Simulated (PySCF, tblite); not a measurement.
# C2H11FNSi3 radical: geometry, infrared bands and EPR parameters

Aim: predict the infrared bands and EPR parameters of C2H11FNSi3 radical (`C[SiH2][SiH][C@@H](F)[SiH2]N`).

The runs use tblite 0.8.0 and PySCF 2.14.0, with density-fitted response routines of our own; the level of theory stands in each step. All values are computed, except where a source is named. Atoms are numbered from 0 throughout.

## Step 1: The molecule as given

18 atoms, charge 0, multiplicity 2; geometry from: force field or distance geometry start.

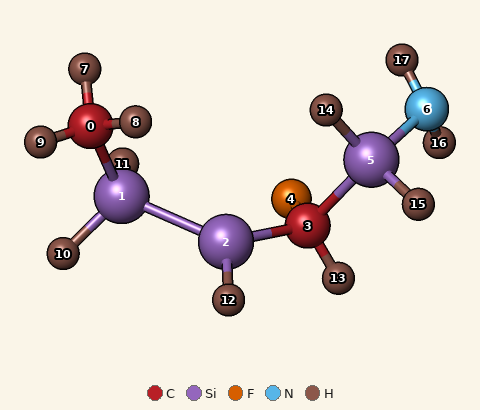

The starting geometry (carbon red, silicon purple, fluorine orange, nitrogen blue, hydrogen brown), atoms numbered; sticks join atoms by distance.

## Step 2: Relaxing the molecule with GFN2-xTB

The job: settings as JSON, then the geometry in Å.

```
{"job": {"kind": "relax", "xc": "GFN2-xTB", "basis": "xTB"}, "charge": 0, "multiplicity": 2}
C      3.040200     0.571900     0.082000
Si     2.028500    -0.989800     0.156900
Si     0.414900    -0.882100    -1.250200
C     -1.300800    -0.850400    -0.647700
F     -1.433200    -1.230700     0.695800
Si    -2.028800     0.854300    -0.894500
N     -3.308800     1.205300     0.284000
H      3.044800     1.139000     1.048900
H      2.532200     1.235800    -0.649800
H      4.055400     0.419400    -0.288000
H      2.954600    -2.098700    -0.168600
H      1.578500    -1.265800     1.553400
H      0.638900    -1.195300    -2.617400
H     -1.925900    -1.573000    -1.219700
H     -0.935900     1.835100    -0.806200
H     -2.581000     0.872700    -2.232600
H     -3.828800     0.326800     0.504100
H     -2.953600     1.631800     1.173100
```

Launch:

```
$ OMP_NUM_THREADS=1 python probes_run.py task.json out
```

One launch serves the whole session: the jobs run in the order shown.

Standard output:

```text
step      E/eV     max force
  0    -615.83400    3.413
  1    -616.17000    1.213
  2    -616.27600    0.718
  3    -616.32133    0.464
  4    -616.36628    0.443
  5    -616.39595    0.489
  6    -616.42390    0.379
  7    -616.44644    0.370
  8    -616.46512    0.368
  9    -616.48440    0.342
 10    -616.50864    0.443
 11    -616.52999    0.359
 12    -616.54160    0.206
 13    -616.54872    0.214
 14    -616.55560    0.222
 15    -616.56310    0.239
 16    -616.57056    0.218
 17    -616.57775    0.192
 18    -616.58521    0.214
 19    -616.59249    0.174
 20    -616.59800    0.190
 21    -616.60171    0.130
 22    -616.60530    0.171
 23    -616.61021    0.192
 24    -616.61643    0.191
 25    -616.62264    0.188
 26    -616.62772    0.161
 27    -616.63190    0.153
 28    -616.63599    0.164
 29    -616.63963    0.171
 30    -616.64180    0.106
 31    -616.64296    0.076
 32    -616.64388    0.072
 33    -616.64477    0.092
 34    -616.64572    0.088
 35    -616.64674    0.095
 36    -616.64758    0.056
 37    -616.64821    0.063
 38    -616.64882    0.054
 39    -616.64936    0.084
 40    -616.65003    0.091
 41    -616.65096    0.096
 42    -616.65209    0.097
 43    -616.65311    0.069
 44    -616.65388    0.064
 45    -616.65455    0.067
 46    -616.65530    0.090
 47    -616.65608    0.079
 48    -616.65672    0.057
 49    -616.65716    0.052
 50    -616.65753    0.058
 51    -616.65799    0.066
 52    -616.65853    0.057
 53    -616.65899    0.056
 54    -616.65929    0.043
 55    -616.65952    0.037
 56    -616.65986    0.050
 57    -616.66042    0.064
 58    -616.66113    0.088
 59    -616.66176    0.068
 60    -616.66220    0.086
 61    -616.66257    0.040
 62    -616.66295    0.048
 63    -616.66365    0.061
 64    -616.66453    0.069
 65    -616.66550    0.109
 66    -616.66643    0.083
 67    -616.66745    0.153
 68    -616.66882    0.087
 69    -616.66989    0.097
 70    -616.67039    0.088
 71    -616.67088    0.079
 72    -616.67163    0.062
 73    -616.67267    0.075
 74    -616.67367    0.057
 75    -616.67412    0.128
 76    -616.67457    0.085
 77    -616.67520    0.049
 78    -616.67612    0.086
 79    -616.67704    0.109
 80    -616.67795    0.086
 81    -616.67899    0.103
 82    -616.68017    0.093
 83    -616.67984    0.271
 84    -616.68193    0.062
 85    -616.68282    0.058
 86    -616.67975    0.564
 87    -616.68513    0.108
 88    -616.68599    0.065
 89    -616.68108    0.512
 90    -616.68770    0.066
 91    -616.68861    0.061
 92    -616.68899    0.359
 93    -616.69125    0.084
 94    -616.69202    0.065
 95    -616.69414    0.086
 96    -616.69510    0.094
 97    -616.69781    0.123
 98    -616.70076    0.127
 99    -616.70285    0.111
100    -616.70355    0.212
101    -616.70377    0.197
102    -616.70661    0.096
103    -616.70759    0.079
104    -616.70853    0.065
105    -616.70899    0.051
106    -616.70955    0.051
107    -616.71059    0.062
108    -616.71206    0.071
109    -616.71345    0.086
110    -616.71317    0.146
111    -616.71502    0.057
112    -616.71556    0.046
113    -616.71664    0.038
114    -616.71708    0.053
115    -616.71842    0.082
116    -616.71951    0.083
117    -616.72113    0.080
118    -616.72207    0.059
119    -616.72263    0.051
120    -616.72307    0.048
121    -616.72359    0.060
122    -616.72423    0.081
123    -616.72495    0.079
124    -616.72579    0.073
125    -616.72638    0.070
126    -616.72754    0.061
127    -616.72840    0.050
128    -616.72900    0.038
129    -616.72936    0.039
130    -616.72968    0.069
131    -616.73018    0.056
132    -616.73096    0.067
133    -616.73176    0.087
134    -616.73255    0.072
135    -616.73325    0.055
136    -616.73373    0.038
137    -616.73410    0.037
138    -616.73448    0.046
139    -616.73491    0.047
140    -616.73533    0.052
141    -616.73567    0.058
142    -616.73607    0.067
143    -616.73650    0.061
144    -616.73751    0.065
145    -616.73824    0.083
146    -616.73962    0.107
147    -616.74075    0.084
148    -616.74149    0.085
149    -616.74241    0.075
150    -616.74313    0.078
151    -616.74450    0.070
152    -616.74531    0.069
153    -616.74622    0.066
154    -616.74691    0.078
155    -616.74755    0.070
156    -616.74808    0.079
157    -616.74856    0.056
158    -616.74898    0.043
159    -616.74933    0.042
160    -616.74989    0.049
161    -616.75036    0.053
162    -616.75083    0.057
163    -616.75118    0.046
164    -616.75148    0.045
165    -616.75185    0.062
166    -616.75239    0.065
167    -616.75319    0.088
168    -616.75395    0.082
169    -616.75457    0.060
170    -616.75503    0.048
171    -616.75550    0.062
172    -616.75608    0.077
173    -616.75718    0.074
174    -616.75845    0.095
175    -616.76064    0.141
176    -616.76333    0.201
177    -616.76629    0.219
178    -616.76926    0.113
179    -616.76911    0.178
180    -616.77162    0.096
181    -616.77226    0.068
182    -616.77290    0.074
183    -616.77346    0.057
184    -616.77367    0.079
185    -616.77397    0.029
186    -616.77415    0.029
187    -616.77429    0.026
188    -616.77437    0.028
189    -616.77451    0.030
190    -616.77462    0.024
191    -616.77471    0.019
192    -616.77479    0.020
193    -616.77489    0.027
194    -616.77503    0.034
195    -616.77520    0.038
196    -616.77540    0.037
197    -616.77558    0.030
198    -616.77570    0.029
199    -616.77578    0.028
200    -616.77589    0.034
201    -616.77606    0.043
202    -616.77636    0.049
203    -616.77675    0.070
204    -616.77714    0.051
205    -616.77750    0.060
206    -616.77789    0.049
207    -616.77778    0.096
208    -616.77838    0.039
209    -616.77858    0.034
210    -616.77904    0.032
211    -616.77907    0.115
212    -616.77951    0.041
213    -616.77972    0.036
214    -616.77996    0.059
215    -616.78014    0.046
216    -616.78032    0.034
217    -616.78043    0.038
218    -616.78056    0.035
219    -616.78072    0.029
220    -616.78086    0.034
221    -616.78101    0.043
222    -616.78127    0.043
223    -616.78152    0.046
224    -616.78161    0.111
225    -616.78201    0.034
226    -616.78225    0.026
227    -616.78260    0.046
228    -616.78282    0.035
229    -616.78309    0.035
230    -616.78333    0.086
231    -616.78343    0.127
232    -616.78381    0.037
233    -616.78393    0.025
234    -616.78410    0.030
235    -616.78425    0.025
236    -616.78436    0.033
237    -616.78447    0.058
238    -616.78460    0.047
239    -616.78472    0.067
240    -616.78484    0.038
241    -616.78499    0.032
242    -616.78521    0.036
243    -616.78537    0.051
244    -616.78553    0.033
245    -616.78565    0.040
246    -616.78579    0.053
247    -616.78596    0.055
248    -616.78615    0.045
249    -616.78632    0.028
250    -616.78643    0.023
251    -616.78652    0.033
252    -616.78660    0.027
253    -616.78666    0.027
254    -616.78672    0.013
255    -616.78677    0.011
256    -616.78679    0.019
257    -616.78683    0.014
258    -616.78687    0.018
259    -616.78692    0.014
260    -616.78699    0.015
261    -616.78705    0.016
262    -616.78712    0.018
263    -616.78718    0.014
264    -616.78722    0.012
265    -616.78724    0.008
```

Wall time 2.5 s (1 thread of Arm Neoverse V1, shared host).

Along the way: (not every step is listed)

```csv
step,energy from step 0 (eV),largest force (eV/Å)
0,0.0000,3.4126
1,-0.3360,1.2131
2,-0.4420,0.7178
3,-0.4873,0.4641
4,-0.5323,0.4432
5,-0.5620,0.4889
6,-0.5899,0.3786
7,-0.6124,0.3698
8,-0.6311,0.3678
33,-0.8108,0.0915
58,-0.8271,0.0881
83,-0.8458,0.2712
108,-0.8781,0.0708
133,-0.8978,0.0866
158,-0.9150,0.0435
183,-0.9395,0.0565
208,-0.9444,0.0387
233,-0.9499,0.0249
258,-0.9529,0.0180
260,-0.9530,0.0149
261,-0.9531,0.0156
262,-0.9531,0.0182
263,-0.9532,0.0143
264,-0.9532,0.0121
265,-0.9532,0.0079
```

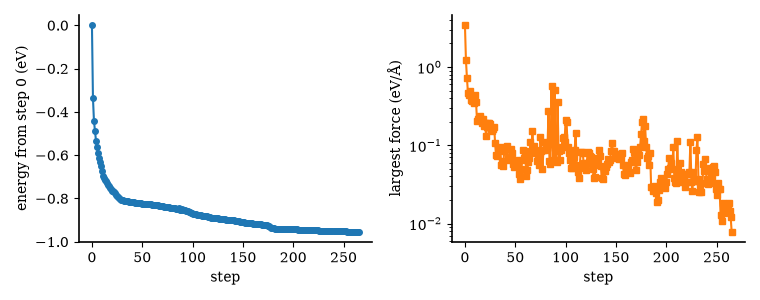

Energy and largest force along the relaxation.

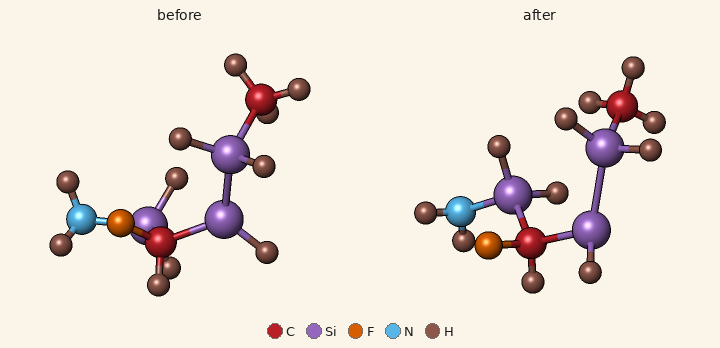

The geometry before (left) and after (right).

Distances of close pairs at the start and the end, largest changes first:

```
   bond  before (Å)  after (Å)  change (Å)
Si1–Si2       2.144      2.287      +0.143
 Si2–C3       1.819      1.933      +0.114
Si2–H12       1.420      1.478      +0.057
 C3–Si5       1.870      1.925      +0.055
 Si5–N6       1.775      1.721      -0.054
 C0–Si1       1.862      1.903      +0.041
 N6–H17       1.048      1.008      -0.040
 N6–H16       1.044      1.008      -0.037
```

The final coordinates are the input of the step that follows.

## Step 3: Infrared spectrum with GFN2-xTB

The job: settings as JSON, then the geometry in Å.

```
{"job": {"kind": "ir", "xc": "GFN2-xTB", "basis": "xTB"}, "charge": 0, "multiplicity": 2}
C      2.531131     0.884555    -0.217800
Si     2.219570    -0.972168     0.059563
Si     0.452033    -1.596858    -1.250316
C     -1.305457    -0.944965    -0.778331
F     -1.751296    -1.729186     0.312304
Si    -1.503594     0.903881    -0.279557
N     -3.115375     1.418639     0.035676
H      3.430722     1.207088     0.297940
H      1.707246     1.489455     0.149157
H      2.660639     1.111370    -1.271909
H      3.394052    -1.707697    -0.444118
H      2.241663    -1.180284     1.521209
H      0.214390    -3.036815    -1.481835
H     -2.010652    -1.187202    -1.582971
H     -0.786439     1.103495     0.976972
H     -1.030537     1.693904    -1.415175
H     -3.757261     1.526910    -0.733411
H     -3.599595     1.022194     0.826185
```

Standard output:

```text
mode    cm-1     km/mol
  1      27.8      0.69
  2      36.6      0.31
  3      64.8      1.23
  4      74.8      0.22
  5     110.9      3.21
  6     123.5      0.19
  7     152.6     10.08
  8     167.4     13.06
  9     193.9      5.77
 10     258.4      8.85
 11     285.3     13.78
 12     368.0     34.38
 13     413.7     11.87
 14     464.6     12.44
 15     488.5     58.36
 16     522.8    223.62
 17     548.1     27.01
 18     557.9     32.43
 19     627.2     47.20
 20     651.2    239.79
 21     661.2    109.15
 22     730.4    259.27
 23     732.4     99.27
 24     742.3    222.34
 25     795.9     88.72
 26     816.2      9.70
 27     821.4    156.75
 28     834.1    222.52
 29     837.8    217.14
 30     900.8    141.27
 31     929.2     89.05
 32    1063.2     38.56
 33    1250.8     12.34
 34    1380.5      5.26
 35    1499.0      0.25
 36    1500.8      0.57
 37    1517.1     60.41
 38    2116.5    227.88
 39    2125.0    486.08
 40    2155.0    296.51
 41    2266.7    238.02
 42    2280.2    310.47
 43    2882.8     40.65
 44    3036.6     39.08
 45    3038.6     43.81
 46    3042.6      3.71
 47    3464.9     10.00
 48    3498.4      0.06
```

Run time: 0.84 s. Hardware: 1 thread of Arm Neoverse V1, shared host.

Which atoms move in the most intense modes:

```csv
cm⁻¹,km/mol,atoms
523,223.6,"H16 37 %, H17 36 %, N6 21 %"
651,239.8,"H10 46 %, H11 34 %"
730,259.3,"H14 51 %, H15 33 %"
2116,227.9,"H12 45 %, H11 44 %"
2125,486.1,"H12 52 %, H11 41 %"
2155,296.5,"H10 85 %, H11 12 %"
2267,238.0,H15 94 %
2280,310.5,H14 93 %
```

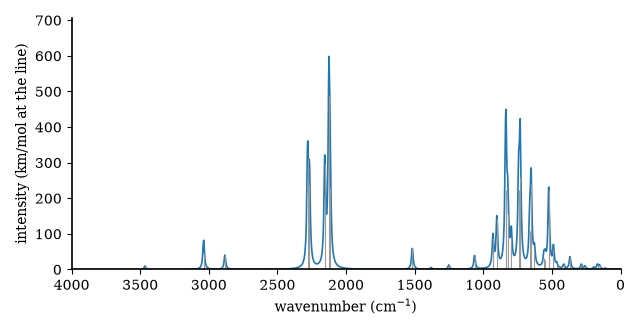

The infrared spectrum from these modes, unscaled. Lines are broadened to a width of 14 cm⁻¹ (Lorentzian).

## Step 4: EPR parameters: B3LYP/pcH-1

The job, as its differences from that of step 3:

```diff
@@ -1,2 +1,2 @@
-{"job": {"kind": "ir", "xc": "GFN2-xTB", "basis": "xTB"}, "charge": 0, "multiplicity": 2}
+{"job": {"kind": "epr", "basis": "pcH-1"}, "charge": 0, "multiplicity": 2}
 C      2.531131     0.884555    -0.217800
```

Level: UKS B3LYP, pcH-1 on C F H N Si, non-relativistic, mean-field spin-orbit, GIAO.

Standard output:

```text
UKS, coarse grid
  cycle   1  E = -1105.82383533  |g| = 5.41e-01
  cycle   2  E = -1105.67071248  |g| = 8.31e-01
  cycle   3  E = -1105.93282351  |g| = 9.41e-02
  cycle   4  E = -1105.93505866  |g| = 4.63e-02
  cycle   5  E = -1105.93592926  |g| = 8.73e-03
  cycle   6  E = -1105.93596627  |g| = 2.68e-03
  cycle   7  E = -1105.93596982  |g| = 1.00e-03
  cycle   8  E = -1105.93597098  |g| = 2.67e-04
UKS, final grid
  cycle   1  E = -1105.93603809  |g| = 3.60e-04
  cycle   2  E = -1105.93603801  |g| = 5.70e-04
  cycle   3  E = -1105.93603816  |g| = 4.27e-05
  cycle   4  E = -1105.93603816  |g| = 1.59e-05
E = -1105.93603816 Eh   <S^2> = 0.7525 (exact 0.7500)
g shifts (ppm)      1          2          3
  rmc          -139       -139       -139
  gc             19         50         57
  oz_so        -115       1025       3252
  total        -235        936       3169
hyperfine (MHz)  atom isotope    a_iso     a_fc   dipolar eigenvalues
    0   13C       3.60       3.61     -0.53     -0.33      0.86
    1  29Si     -31.89     -31.92     -8.43      2.34      6.08
    2  29Si    -323.87    -324.76   -173.59     85.84     87.75
    3   13C      30.10      30.11     -2.80     -1.91      4.71
    4   19F     189.86     189.05    -81.42    -71.28    152.71
    5  29Si       2.36       2.36     -0.61     -0.06      0.67
    6   14N      -0.02      -0.02     -0.05      0.00      0.05
    7    1H      -1.38      -1.38     -1.04     -0.62      1.67
    8    1H       0.56       0.56     -1.53     -1.08      2.60
    9    1H      -0.03      -0.03     -2.16     -1.36      3.52
   10    1H      -3.87      -3.87     -2.62     -1.25      3.87
   11    1H      71.27      71.27     -2.28     -0.32      2.60
   12    1H       4.31       4.28     -9.69      1.58      8.11
   13    1H       0.78       0.79     -4.34     -1.66      6.01
   14    1H       1.19       1.19     -1.19     -1.03      2.21
   15    1H       7.11       7.11     -1.75     -1.20      2.95
   16    1H       0.06       0.06     -0.52     -0.42      0.93
   17    1H       0.20       0.20     -0.48     -0.46      0.94
```

Wall time 2.1 min (1 thread of Arm Neoverse V1, shared host); peak memory 1.1 GiB.

Principal g values 2.00208, 2.00326, 2.00549; g(iso) = 2.00361, against 2.00232 for a free electron.

Mean a(iso) over the nuclei that a row names, and the largest dipolar term of the row (other rows stand at the frozen geometry):

```
    nuclei  isotope  a(iso) (MHz)  a(iso) (G, at g = 2.0023)  largest dipolar term (MHz)
       Si2     29Si        -323.9                     -115.6                      -173.6
        F4      19F         189.9                       67.7                       152.7
       H11       1H          71.3                       25.4                         2.6
       Si1     29Si         -31.9                      -11.4                        -8.4
        C3      13C          30.1                       10.7                         4.7
       H15       1H           7.1                        2.5                         3.0
       H12       1H           4.3                        1.5                        -9.7
       H10       1H          -3.9                       -1.4                         3.9
        C0      13C           3.6                        1.3                         0.9
       Si5     29Si           2.4                        0.8                         0.7
       H14       1H           1.2                        0.4                         2.2
       H13       1H           0.8                        0.3                         6.0
H7, H8, H9       1H          -0.3                       -0.1                         3.5
  H16, H17       1H           0.1                        0.0                         0.9
```

Mulliken spin populations:

C0 0.00; Si1 0.02; Si2 0.94; C3 0.00; F4 0.03; Si5 0.00; N6 0.00; H7 0.00; H8 0.00; H9 0.00; H10 0.00; H11 0.04; H12 -0.02; H13 0.00; H14 0.00; H15 0.00; H16 0.00; H17 0.00

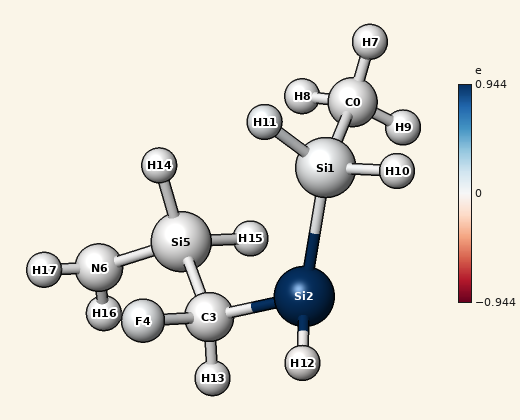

Mulliken spin populations, as colours on the atoms.

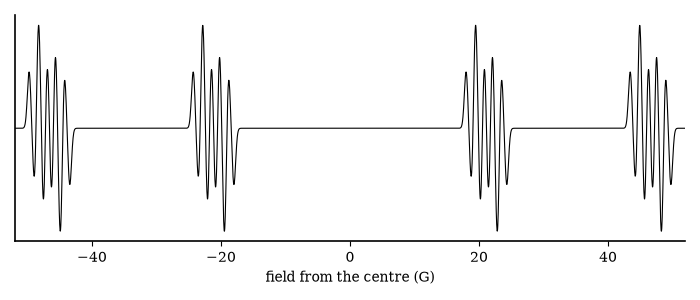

First-order isotropic spectrum (first derivative, main isotopes with spin only, couplings over 0.8 MHz, Gaussian width 0.3 G; couplings of the frozen geometry, rotation of groups not averaged beyond the rows shown).

The fields below are evaluated on a grid from the run's orbitals.

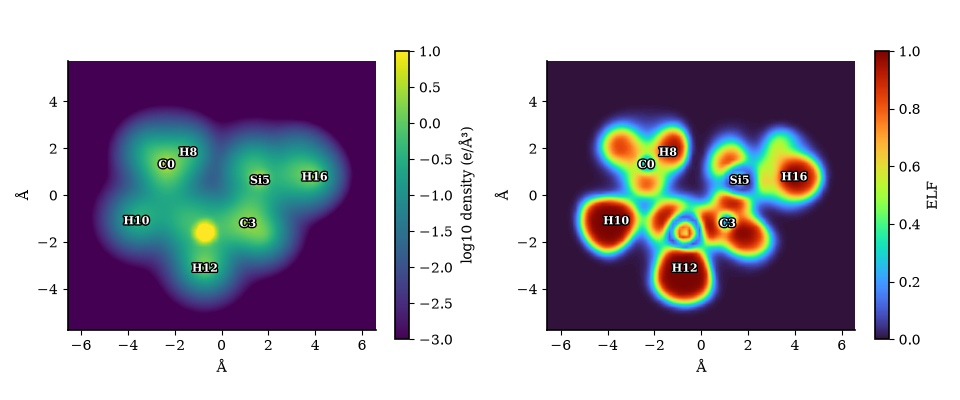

Density (left) and ELF (right) in a plane through or near 7 of the atoms.

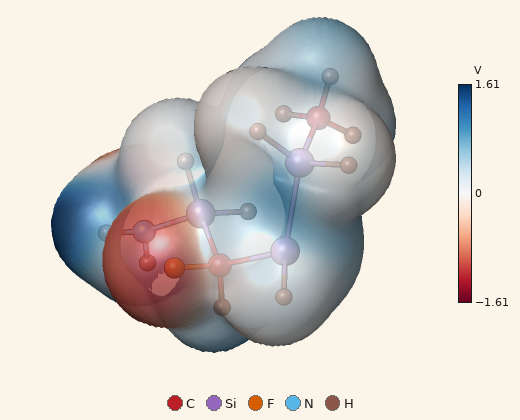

Electrostatic potential on the surface of density 0.002 e/bohr³; red is low, blue high. It runs from -1.14 V near N6 to 1.61 V near H16.

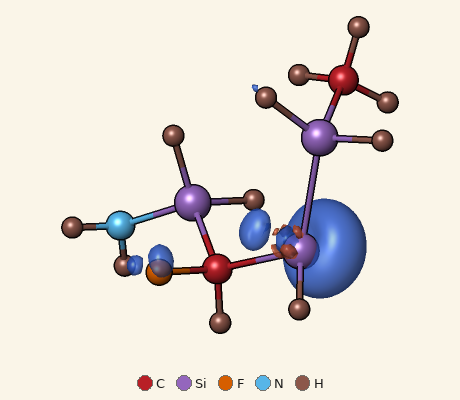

Spin density at ±0.07 e/Å³ (alpha excess blue, beta excess red).

## Step 5: What came out

| quantity | value |
| --- | --- |
| strongest single infrared mode (GFN2-xTB) | 2125 cm⁻¹, 486 km/mol |
| zero-point energy (GFN2-xTB) | 75.9 kcal/mol |
| g(iso) (B3LYP) | 2.00361 |
| ⟨S²⟩ | 0.753 (exact 0.75) |
| largest a(iso) (averaged by class) | 29Si on Si2, -323.9 MHz |
| surface potential, least and greatest | -1.14 V and 1.61 V |

**Reading.** Relaxing lowered the energy by 0.953 eV in 265 steps; the close pair that moved most is Si1–Si2, from 2.144 to 2.287 Å. All 48 modes are real, so the xTB geometry is a minimum. The strongest single mode, at 2125 cm⁻¹, moves mainly H12 and H11. Unscaled tight-binding wavenumbers are off by several per cent, some by more. Its intensities can rank the bands wrongly. Most of the unpaired spin sits on Si2 (0.94 e). The isotropic g lies 1.3 ppt above the free-electron value.
